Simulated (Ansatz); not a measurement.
The relaxed structure here is a generated cell of TiTe2: the first start was made by placing the elements on the sites of a structure type, and the end was not matched to a known phase here, so it may be hypothetical. Known forms of TiTe2 include space group No. 164.

A relaxed structure of TiTe2. Space group P4₂/nmc (No. 137). All values below come from PBE (plane waves to 420 eV, PAW, scalar-relativistic; Ansatz, a quantum-chemistry and plane-wave program).

```cif
data_Te4Ti2
_chemical_formula_sum 'Te4 Ti2'
_space_group_name_H-M_alt 'P 1'
_space_group_IT_number 1
_cell_length_a 4.84625
_cell_length_b 4.84625
_cell_length_c 7.03932
_cell_angle_alpha 90.000
_cell_angle_beta 90.000
_cell_angle_gamma 90.000
loop_
_space_group_symop_operation_xyz
  'x, y, z'
loop_
_atom_site_label
_atom_site_type_symbol
_atom_site_fract_x
_atom_site_fract_y
_atom_site_fract_z
_atom_site_occupancy
Te1 Te 0.00000 0.50000 0.29736 1
Te2 Te 0.50000 0.00000 0.70264 1
Te3 Te 0.00000 0.50000 0.79736 1
Te4 Te 0.50000 0.00000 0.20264 1
Ti1 Ti 0.00000 0.00000 0.00000 1
Ti2 Ti 0.50000 0.50000 0.50000 1
```

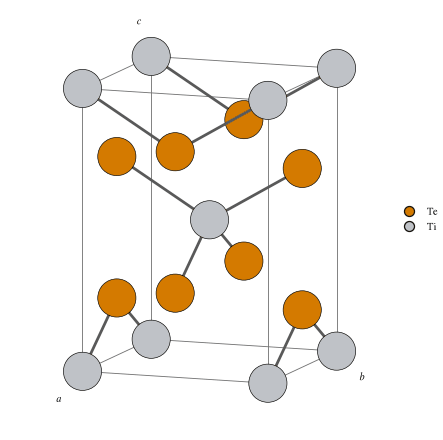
*The conventional cell of the relaxed structure*

For TiTe2, the volume per atom comes out as 27.55 Å³ and the density comes out as 6.09 g/cm³. The band gap is no gap on the sampled points, where the bands overlap only slightly; such a result is sensitive to mesh and level and the shortest distances is Te–Ti 2.81 Å; Te–Te 3.49 Å. The k-mesh comes out as 10×10×7.

Band energies at high-symmetry points (eV from the Fermi level; labels of this space group; no spin-orbit coupling), from −5 eV up to 1.0 eV:

```json
[
 {"point": "Γ", "energies": "-4.25 -4.25 -4.00 -3.78 -3.78 -1.40 -1.40 -0.68 -0.24 -0.07 -0.02 0.30 0.30 0.31"},
 {"point": "X", "energies": "-4.81 -4.81 -3.43 -3.43 -3.05 -3.05 -2.56 -2.56 -1.49 -1.49 -0.42 -0.42 0.21 0.21 0.56 0.56"},
 {"point": "M", "energies": "-4.20 -4.20 -4.18 -4.18 -1.07 -1.07 -1.04 -1.04 -0.94 -0.94 0.30 0.30 0.97 0.97"},
 {"point": "Z", "energies": "-4.20 -4.20 -3.86 -3.86 -3.58 -3.58 -1.99 -1.99 -1.30 -1.30 0.14 0.14 0.23 0.23 0.28 0.28"},
 {"point": "R", "energies": "-3.47 -3.47 -3.44 -3.44 -3.16 -3.16 -2.33 -2.33 -2.02 -2.02 -1.81 -1.81 0.13 0.13 0.19 0.19 0.93 0.93"},
 {"point": "A", "energies": "-4.97 -4.97 -2.56 -2.56 -2.56 -2.56 -1.24 -1.24 -0.13 -0.13 0.50 0.50"}
]
```

No spin polarisation in the result.

The run could not lose the symmetry of its start: the end is stationary, and may be a saddle point rather than a minimum.

It was reached from a disturbed copy of a Fm-3m (No. 225) cell (AFLOW prototype AB2_cF12_225_a_c (C1, as in CaF2)), against which it lies -0.04 eV/atom.
